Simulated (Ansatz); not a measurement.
# InH4 (doublet): one geometry, many settings

Aim: run InH4 (doublet) at one geometry under a spread of methods and options, and see what each costs and gives.

The runs use Ansatz 0.2.0, Gaussian basis; the settings change from run to run.

23 further runs of the same task are left out: 2 for a known fault of the program, 1 that didn't finish, 20 set aside as unsound or not needed. Runs told in other sessions of the task aren't counted.

### Step 1. The system

The geometry is a PBE0/def2-TZVPD stationary point (not a proven minimum) of the parent state, kept for this charge and spin. No spin-orbit coupling is included. Elements past krypton take def2 core potentials.

5 atoms, charge 0, spin multiplicity 2.

Atoms are counted from 1 here; the program's logs count them from 0.

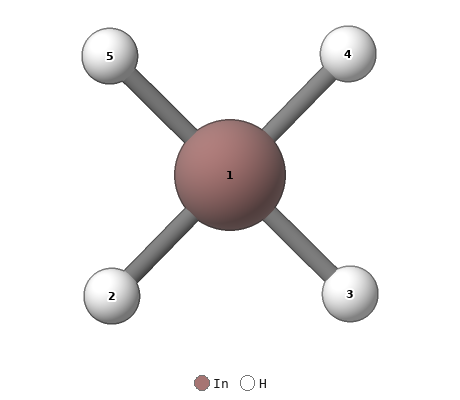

The structure; indium brown, hydrogen white; atoms are numbered from 1 in the order of the file.

### Step 2. BCCD on UHF/def2-mTZVP

Contents of in.yaml:

```yaml
crystal:
  periodic: [false, false, false]
  atoms:
    - {symbol: In, position_ang: [0.000000, 0.000000, 0.000000]}
    - {symbol: H, position_ang: [1.263100, 0.000000, 1.263100]}
    - {symbol: H, position_ang: [-1.263100, 0.000000, 1.263100]}
    - {symbol: H, position_ang: [-1.263100, 0.000000, -1.263100]}
    - {symbol: H, position_ang: [1.263100, 0.000000, -1.263100]}
basis:
  gaussian: {orbitals: def2-mTZVP}
magnetization: {spin_polarized: true, initial_magnetization: 1}
correlation: {method: bccd, electrons: outside_noble_gas}
output: {forces: true}
```

Launch:

```
$ ansatz run in.yaml --threads 1 --pin off --events-out ev --progress --plain --max-ram 2393MiB
```

The log of the run, shortened:

```text
Functional definition: HF
  name "HF"
  cite "Fock, Z. Phys. 61, 126 (1930) doi:10.1007/BF01340294"
  parent pbe
[...]
583 factors; integrals over basis functions are off by at most 2.1e-4 eV
[...]
mean field -5207.25801801 eV, -191.3632025555 hartree, gradient 4.9e-6 eV, S^2 0.835641; 0 other end points of the search recorded, 0 dependent functions left out
9 core orbitals not correlated: weight in the atoms' cores, before any rotation towards them, 0.992 or more for the frozen orbitals, at most 0.007 for the correlated occupied ones
reference -5207.25801801 eV, -191.3632025555 hartree; 4, 3 occupied and 35, 36 virtual orbitals, 583 factors
second order -1.72941245 eV of doubles, -0.00000000 eV of singles
cycle   1  -2.20070257 eV  change   -4.7e-1 eV  update   7.1e-2
[...]
cycle  11  -2.51490166 eV  change    1.4e-7 eV  update   4.4e-7
[...]
Total energy: -5209.77291967 eV, -191.4556234869 hartree
Atom 0 at     0.000000     0.000000     0.000000 Å, force     0.000000     0.000000     0.000000 eV/Å
Atom 1 at     1.263100     0.000000     1.263100 Å, force     0.267509     0.000000     0.267509 eV/Å
Atom 2 at    -1.263100     0.000000     1.263100 Å, force    -0.267509    -0.000000     0.267509 eV/Å
Atom 3 at    -1.263100     0.000000    -1.263100 Å, force    -0.267509    -0.000000    -0.267509 eV/Å
Atom 4 at     1.263100     0.000000    -1.263100 Å, force     0.267509     0.000000    -0.267509 eV/Å
Dipole moment:    -0.000000    -0.000000    -0.000000 e Å
```

It took 2.8 s on 1 thread of Arm Neoverse V2, shared host.

From the report: ⟨S²⟩ of the determinant 0.836 (pure doublet: 0.75); correlation -2.5149 eV; largest double amplitude 0.06.

### Step 3. CCSD on ROHF/def2-SVPD

in.yaml, as its differences from that of step 2:

```diff
@@ -9,5 +9,6 @@
 basis:
-  gaussian: {orbitals: def2-mTZVP}
-magnetization: {spin_polarized: true, initial_magnetization: 1}
-correlation: {method: bccd, electrons: outside_noble_gas}
-output: {forces: true}
+  gaussian: {orbitals: def2-SVPD}
+magnetization: {spin_polarized: false, initial_magnetization: 1}
+hamiltonian: {pseudopotentials: {relativity: none}}
+correlation: {method: ccsd, electrons: outside_noble_gas}
+scf: {lower_state_search: light}
```

Launched as before.

The log of the run, shortened:

```text
Functional definition: HF
  name "HF"
  cite "Fock, Z. Phys. 61, 126 (1930) doi:10.1007/BF01340294"
  parent pbe
[...]
742 factors; integrals over basis functions are off by at most 2.5e-4 eV
[...]
mean field -5206.84411671 eV, -191.3479919635 hartree, gradient 3.1e-6 eV, S^2 0.750000; 1 other end points of the search recorded, 0 dependent functions left out
determinant -5206.84411671 eV, -191.3479919635 hartree, with singles and doubles -5210.49356965 eV, -191.4821068853 hartree
determinant -5203.37755450 eV, -191.2205981520 hartree, with singles and doubles -5207.91695107 eV, -191.3874178988 hartree
9 core orbitals not correlated: weight in the atoms' cores, before any rotation towards them, 0.992 or more for the frozen orbitals, at most 0.006 for the correlated occupied ones
reference -5206.84411671 eV, -191.3479919635 hartree; 4, 3 occupied and 51, 52 virtual orbitals, 742 factors
second order -2.62711981 eV of doubles, -0.15151003 eV of singles
cycle   1  -3.59192567 eV  change   -1.6e-1 eV  update   2.0e-2
[...]
cycle   7  -3.60292753 eV  change   -3.0e-6 eV  update   8.1e-6
Total energy: -5210.44704424 eV, -191.4803971080 hartree
```

Wall time 2 s (1 thread of Arm Neoverse V2, shared host).

From the report: correlation -3.6029 eV; T1 0.030; largest double amplitude 0.06.

### Step 4. CCSD on ROHF/def2-SVP

in.yaml, as its differences from that of step 3:

```diff
@@ -9,6 +9,5 @@
 basis:
-  gaussian: {orbitals: def2-SVPD}
+  gaussian: {orbitals: def2-SVP}
 magnetization: {spin_polarized: false, initial_magnetization: 1}
-hamiltonian: {pseudopotentials: {relativity: none}}
-correlation: {method: ccsd, electrons: outside_noble_gas}
-scf: {lower_state_search: light}
+correlation: {method: ccsd, electrons: valence}
+scf: {omitted_lower_state_checks: [cluster_reference]}
```

The command is unchanged.

The log of the run, shortened:

```text
Functional definition: HF
  name "HF"
  cite "Fock, Z. Phys. 61, 126 (1930) doi:10.1007/BF01340294"
  parent pbe
[...]
543 factors; integrals over basis functions are off by at most 4.0e-4 eV
[...]
mean field -5206.81808852 eV, -191.3470354452 hartree, gradient 1.8e-6 eV, S^2 0.750000; 0 other end points of the search recorded, 0 dependent functions left out
4 core orbitals not correlated: weight in the atoms' cores, before any rotation towards them, 1.000 or more for the frozen orbitals, at most 0.000 for the correlated occupied ones
reference -5206.81808852 eV, -191.3470354452 hartree; 9, 8 occupied and 33, 34 virtual orbitals, 543 factors
second order -3.37166606 eV of doubles, -0.15530203 eV of singles
cycle   1  -4.06582351 eV  change   -5.3e-1 eV  update   6.9e-2
[...]
cycle   8  -4.33120714 eV  change   -1.5e-5 eV  update   1.0e-5
Total energy: -5211.14929567 eV, -191.5062043719 hartree
Checks for a lower state left out: cluster_reference
```

Wall time 0.87 s (1 thread of Arm Neoverse V2, shared host).

From the report: correlation -4.3312 eV; T1 0.020; largest double amplitude 0.06.

### Step 5. CCSD on UHF/def2-mTZVP

in.yaml, as its differences from that of step 4:

```diff
@@ -9,5 +9,5 @@
 basis:
-  gaussian: {orbitals: def2-SVP}
-magnetization: {spin_polarized: false, initial_magnetization: 1}
-correlation: {method: ccsd, electrons: valence}
-scf: {omitted_lower_state_checks: [cluster_reference]}
+  gaussian: {orbitals: def2-mTZVP}
+magnetization: {spin_polarized: true, initial_magnetization: 1}
+correlation: {method: ccsd, electrons: outside_noble_gas}
+scf: {lower_state_search: off}
```

Same command.

The log of the run, shortened:

```text
Functional definition: HF
  name "HF"
  cite "Fock, Z. Phys. 61, 126 (1930) doi:10.1007/BF01340294"
  parent pbe
[...]
583 factors; integrals over basis functions are off by at most 2.1e-4 eV
[...]
mean field -5207.25801801 eV, -191.3632025555 hartree, gradient 4.9e-6 eV, S^2 0.835641; 0 other end points of the search recorded, 0 dependent functions left out
9 core orbitals not correlated: weight in the atoms' cores, before any rotation towards them, 0.992 or more for the frozen orbitals, at most 0.007 for the correlated occupied ones
reference -5207.25801801 eV, -191.3632025555 hartree; 4, 3 occupied and 35, 36 virtual orbitals, 583 factors
second order -1.72941245 eV of doubles, -0.00000000 eV of singles
cycle   1  -2.18338815 eV  change   -4.5e-1 eV  update   7.1e-2
[...]
cycle   9  -2.51871147 eV  change    8.5e-6 eV  update   5.5e-6
Total energy: -5209.77672948 eV, -191.4557634947 hartree
Checks for a lower state left out: stability, starts, cluster_reference, orbital_swaps, neighbouring_geometries, increment
```

It took 0.75 s on 1 thread of Arm Neoverse V2, shared host.

From the report: ⟨S²⟩ of the determinant 0.836 (pure doublet: 0.75); correlation -2.5187 eV; T1 0.024; largest double amplitude 0.06.

### Step 6. CCSD(T) on UHF/def2-SVP

in.yaml, as its differences from that of step 5:

```diff
@@ -9,5 +9,5 @@
 basis:
-  gaussian: {orbitals: def2-mTZVP}
+  gaussian: {orbitals: def2-SVP}
 magnetization: {spin_polarized: true, initial_magnetization: 1}
-correlation: {method: ccsd, electrons: outside_noble_gas}
-scf: {lower_state_search: off}
+correlation: {method: ccsd_t, electrons: valence}
+accuracy: high
```

The command is unchanged.

The log of the run, shortened:

```text
Functional definition: HF
  name "HF"
  cite "Fock, Z. Phys. 61, 126 (1930) doi:10.1007/BF01340294"
  parent pbe
[...]
1148 factors; integrals over basis functions are off by at most 2.5e-9 eV
[...]
mean field -5207.19996685 eV, -191.3610692149 hartree, gradient 2.8e-8 eV, S^2 0.829740; 0 other end points of the search recorded, 0 dependent functions left out
4 core orbitals not correlated: weight in the atoms' cores, before any rotation towards them, 1.000 or more for the frozen orbitals, at most 0.000 for the correlated occupied ones
reference -5207.19996685 eV, -191.3610692149 hartree; 9, 8 occupied and 33, 34 virtual orbitals, 1148 factors
second order -3.11149796 eV of doubles, -0.00000000 eV of singles
cycle   1  -3.61753797 eV  change   -5.1e-1 eV  update   7.3e-2
[...]
cycle  19  -3.95595892 eV  change   4.4e-10 eV  update   1.6e-9
perturbative correction -0.11308007 eV, -0.0041556160 hartree
Total energy: -5211.26900585 eV, -191.5106036400 hartree
```

Run time: 3.2 s. Hardware: 1 thread of Arm Neoverse V2, shared host.

From the report: ⟨S²⟩ of the determinant 0.830 (pure doublet: 0.75); correlation -4.0690 eV; T1 0.016; largest double amplitude 0.06.

### Step 7. CCSDT/def2-mTZVP

in.yaml, as its differences from that of step 6:

```diff
@@ -9,5 +9,5 @@
 basis:
-  gaussian: {orbitals: def2-SVP}
+  gaussian: {orbitals: def2-mTZVP}
 magnetization: {spin_polarized: true, initial_magnetization: 1}
-correlation: {method: ccsd_t, electrons: valence}
-accuracy: high
+hamiltonian: {xc: {name: r2SCAN}}
+correlation: {method: ccsdt, electrons: outside_noble_gas}
```

Same command.

The log of the run, shortened:

```text
Functional definition: r2SCAN
  name "r2SCAN"
  cite "Furness, Kaplan, Ning, Perdew & Sun, J. Phys. Chem. Lett. 11, 8208 (2020) doi:10.1021/acs.jpclett.0c02405"
  cite "Furness, Kaplan, Ning, Perdew & Sun, J. Phys. Chem. Lett. 11, 9248 (2020) doi:10.1021/acs.jpclett.0c03077"
  parent r2scan
[...]
1018 factors; integrals over basis functions are off by at most 1.9e-7 eV
[...]
mean field -5236.85312543 eV, -192.4508026931 hartree, gradient 2.3e-6 eV, S^2 0.769506; 0 other end points of the search recorded, 0 dependent functions left out
9 core orbitals not correlated: weight in the atoms' cores, before any rotation towards them, 0.990 or more for the frozen orbitals, at most 0.007 for the correlated occupied ones
reference -5206.74595152 eV, -191.3443844594 hartree; 4, 3 occupied and 35, 36 virtual orbitals, 1018 factors
second order -1.97041660 eV of doubles, -0.24699768 eV of singles
cycle   1  -2.63475364 eV  change   -4.2e-1 eV  update   6.6e-2
[...]
cycle  12  -2.96028396 eV  change   -7.8e-7 eV  update   5.4e-7
Total energy: -5209.70623549 eV, -191.4531728885 hartree
```

Run time: 7 s. Hardware: 1 thread of Arm Neoverse V2, shared host.

From the report: ⟨S²⟩ of the determinant 0.770 (pure doublet: 0.75); correlation -2.9603 eV; T1 0.022; largest double amplitude 0.07. The orbitals are Kohn-Sham ones, so correlation energy and T1 don't compare with those on Hartree-Fock orbitals.

### Step 8. BCCD(T) on ROHF/def2-SVPD

in.yaml, as its differences from that of step 7:

```diff
@@ -9,5 +9,6 @@
 basis:
-  gaussian: {orbitals: def2-mTZVP}
-magnetization: {spin_polarized: true, initial_magnetization: 1}
-hamiltonian: {xc: {name: r2SCAN}}
-correlation: {method: ccsdt, electrons: outside_noble_gas}
+  gaussian: {orbitals: def2-SVPD}
+magnetization: {spin_polarized: false, initial_magnetization: 1}
+correlation: {method: bccd_t, electrons: outside_noble_gas}
+scf: {lower_state_search: off}
+output: {forces: true}
```

Same command.

The log of the run, shortened:

```text
Functional definition: HF
  name "HF"
  cite "Fock, Z. Phys. 61, 126 (1930) doi:10.1007/BF01340294"
  parent pbe
[...]
742 factors; integrals over basis functions are off by at most 2.5e-4 eV
[...]
mean field -5206.84411671 eV, -191.3479919635 hartree, gradient 3.1e-6 eV, S^2 0.750000; 0 other end points of the search recorded, 0 dependent functions left out
9 core orbitals not correlated: weight in the atoms' cores, before any rotation towards them, 0.992 or more for the frozen orbitals, at most 0.006 for the correlated occupied ones
reference -5206.84411671 eV, -191.3479919635 hartree; 4, 3 occupied and 51, 52 virtual orbitals, 742 factors
second order -2.62711981 eV of doubles, -0.15151003 eV of singles
cycle   1  -3.38654454 eV  change   -6.0e-1 eV  update   6.7e-2
[...]
cycle  10  -3.60530512 eV  change   -2.1e-6 eV  update   7.8e-7
perturbative correction -0.07780747 eV, -0.0028593717 hartree
[...]
Total energy: -5210.52722930 eV, -191.4833438547 hartree
Atom 0 at     0.000000     0.000000     0.000000 Å, force    -0.000000    -0.000000     0.000000 eV/Å
Atom 1 at     1.263100     0.000000     1.263100 Å, force     0.226776     0.000000     0.226776 eV/Å
Atom 2 at    -1.263100     0.000000     1.263100 Å, force    -0.226777    -0.000000     0.226777 eV/Å
Atom 3 at    -1.263100     0.000000    -1.263100 Å, force    -0.226776     0.000000    -0.226776 eV/Å
Atom 4 at     1.263100     0.000000    -1.263100 Å, force     0.226777     0.000000    -0.226777 eV/Å
Dipole moment:     0.000000     0.000000    -0.000000 e Å
Checks for a lower state left out: starts, cluster_reference, orbital_swaps, neighbouring_geometries, increment
```

Wall time 8 s (1 thread of Arm Neoverse V2, shared host); peak memory 0.41 GiB.

From the report: correlation -3.6831 eV; largest double amplitude 0.06.

### Step 9. BCCD/def2-SVPD

in.yaml, as its differences from that of step 8:

```diff
@@ -10,5 +10,4 @@
   gaussian: {orbitals: def2-SVPD}
-magnetization: {spin_polarized: false, initial_magnetization: 1}
-correlation: {method: bccd_t, electrons: outside_noble_gas}
-scf: {lower_state_search: off}
-output: {forces: true}
+magnetization: {spin_polarized: true, initial_magnetization: 1}
+hamiltonian: {xc: {name: PBE}}
+correlation: {method: bccd, electrons: outside_noble_gas}
```

Launched as before.

The log of the run, shortened:

```text
Functional definition: PBE
  name "PBE"
  cite "Perdew, Burke & Ernzerhof, Phys. Rev. Lett. 77, 3865 (1996) doi:10.1103/PhysRevLett.77.3865"
  parent pbe
[...]
742 factors; integrals over basis functions are off by at most 2.5e-4 eV
[...]
mean field -5234.61747435 eV, -192.3686440313 hartree, gradient 1.1e-6 eV, S^2 0.757269; 0 other end points of the search recorded, 0 dependent functions left out
9 core orbitals not correlated: weight in the atoms' cores, before any rotation towards them, 0.990 or more for the frozen orbitals, at most 0.006 for the correlated occupied ones
reference -5206.49742093 eV, -191.3352511285 hartree; 4, 3 occupied and 51, 52 virtual orbitals, 742 factors
second order -2.68258332 eV of doubles, -0.33582600 eV of singles
cycle   1  -3.52867240 eV  change   -5.1e-1 eV  update   6.0e-2
[...]
cycle   9  -3.73801433 eV  change    5.5e-6 eV  update   4.4e-6
Total energy: -5210.23543526 eV, -191.4726206214 hartree
```

Wall time 3 s (1 thread of Arm Neoverse V2, shared host).

From the report: ⟨S²⟩ of the determinant 0.757 (pure doublet: 0.75); correlation -3.7380 eV; largest double amplitude 0.06.

### Step 10. CCSDT(Q)/B/def2-SVP

in.yaml, as its differences from that of step 9:

```diff
@@ -9,5 +9,6 @@
 basis:
-  gaussian: {orbitals: def2-SVPD}
-magnetization: {spin_polarized: true, initial_magnetization: 1}
+  gaussian: {orbitals: def2-SVP}
+magnetization: {spin_polarized: false, initial_magnetization: 1}
 hamiltonian: {xc: {name: PBE}}
-correlation: {method: bccd, electrons: outside_noble_gas}
+correlation: {method: ccsdt_q_b, electrons: outside_noble_gas}
+scf: {lower_state_search: off}
```

Same command.

The log of the run, shortened:

```text
Functional definition: PBE
  name "PBE"
  cite "Perdew, Burke & Ernzerhof, Phys. Rev. Lett. 77, 3865 (1996) doi:10.1103/PhysRevLett.77.3865"
  parent pbe
[...]
992 factors; integrals over basis functions are off by at most 2.4e-7 eV
[...]
mean field -5234.50908490 eV, -192.3646607925 hartree, gradient 1.3e-7 eV, S^2 0.750000; 0 other end points of the search recorded, 0 dependent functions left out
9 core orbitals not correlated: weight in the atoms' cores, before any rotation towards them, 0.990 or more for the frozen orbitals, at most 0.006 for the correlated occupied ones
reference -5206.30356408 eV, -191.3281270206 hartree; 4, 3 occupied and 33, 34 virtual orbitals, 992 factors
second order -2.60734271 eV of doubles, -0.40818747 eV of singles
cycle   1  -3.50629005 eV  change   -4.9e-1 eV  update   6.4e-2
[...]
cycle  12  -3.81023661 eV  change   -2.3e-7 eV  update   2.9e-7
perturbative correction -0.00171541 eV, -0.0000630403 hartree
Total energy: -5210.11551610 eV, -191.4682136736 hartree
Checks for a lower state left out: stability, starts, cluster_reference, orbital_swaps, neighbouring_geometries, increment
```

Run time: 10 s. Hardware: 1 thread of Arm Neoverse V2, shared host.

From the report: correlation -3.8120 eV; T1 0.039; largest double amplitude 0.07. The orbitals are Kohn-Sham ones, so correlation energy and T1 don't compare with those on Hartree-Fock orbitals.

### Step 11. All runs side by side

Where basis and cores are those of an earlier UCCSDT(Q)/def2-SVPD run (-5210.5599 eV), and the records show the same count of frozen orbitals and kind of state, the miss against it is given; a blank cell means that this couldn't be shown.

```csv
level,correlated,functions,energy (eV),from UCCSDT(Q) (meV),time
BCCD on UHF/def2-mTZVP,outside noble gas,48,-5209.7729,,2.8 s
CCSD on ROHF/def2-SVPD,outside noble gas,64,-5210.4470,,2 s
CCSD on ROHF/def2-SVP,valence,46,-5211.1493,,0.87 s
CCSD on UHF/def2-mTZVP,outside noble gas,48,-5209.7767,,0.75 s
CCSD(T) on UHF/def2-SVP,valence,46,-5211.2690,,3.2 s
CCSDT/def2-mTZVP (on r2SCAN orbitals),outside noble gas,48,-5209.7062,,7 s
BCCD(T) on ROHF/def2-SVPD,outside noble gas,64,-5210.5272,32.6,8 s
BCCD/def2-SVPD (on PBE orbitals),outside noble gas,64,-5210.2354,324.4,3 s
CCSDT(Q)/B/def2-SVP (on PBE orbitals),outside noble gas,46,-5210.1155,,10 s
```

### Step 12. Summary of results

| quantity | value |
| --- | --- |
| runs | 9 |
| quickest | CCSD on UHF/def2-mTZVP, 0.75 s |
| slowest | CCSDT(Q)/B/def2-SVP (on PBE orbitals), 10 s |

**Reading.** Total energies in different bases, with other cores or another treatment of relativity can't be set against each other. CCSDT(Q)/B/def2-SVP (on PBE orbitals) took 13 times as long as CCSD on UHF/def2-mTZVP; the jobs differ in more than the method. Among the correlated runs with a miss given, it spans +33 to +324 meV. Cores frozen from Kohn-Sham orbitals shift the total energy.
